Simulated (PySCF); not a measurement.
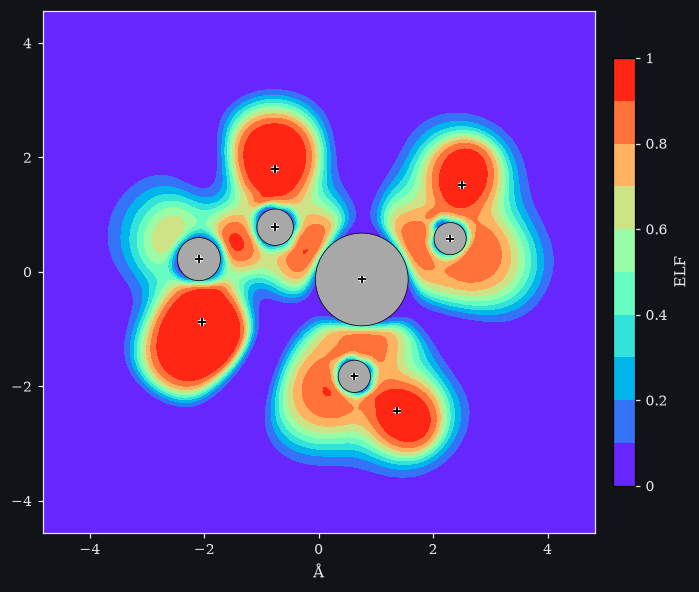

The electron localisation function on a plane through atoms (crosses mark nuclei in the plane; grey discs cover the cores).

Computed with PBE0/pcSseg-2, SCF density, gas phase, non-relativistic in PySCF 2.14.0.

Candidates:
A. FH7Si3 (SMILES F[SiH]([SiH3])[SiH3])
B. CH6AlNO2 (SMILES C[NH][Al]([OH])[OH])

Which system is this?

Candidate B: CH6AlNO2 on the plane of atoms O1, Al2 and N4, which holds O, Al, N, C and H. C–N (1.44 Å): the ELF peaks at about 0.90 between the atoms, as expected for localised, covalent bonding. Al–O (1.70 Å): the ELF peaks at about 0.85 in the valence shell of O, 0.6 Å from its nucleus, and is about 0.50 at the midpoint.
